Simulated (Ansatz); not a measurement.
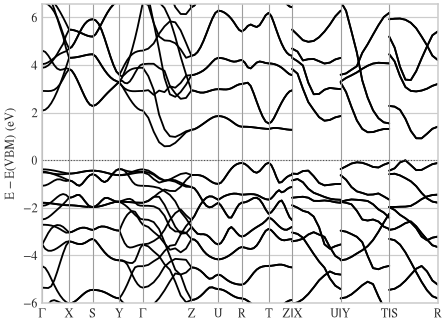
Figure: Band structure from DFT-r²SCAN in the program Ansatz with PAW potentials

Read off the gap and where the band edges lie.

About 0.6 eV (0.57 eV by a search for the band edges); maximum on the S–R line, 31 % of the way from S, minimum on the Γ–Z line, 49 % of the way from Γ.

The material is As2Ru in space group Pnnm (No. 58; As on 4g, Ru on 2a).

The first step of the workflow began from a Materials Project structure, measured or hypothetical; the Crystallography Open Database files this formula in space group No. 58, but the cells were not matched. Its standing as an ambient phase is unchecked. The cell was relaxed with r²SCAN under the symmetry of its start; whether a distortion lowers the energy is not shown. The run is not spin-polarised. Scalar-relativistic: spin–orbit coupling is off unless named, which matters more the heavier the elements.

Potentials: the earlier of the program's two PAW sets.
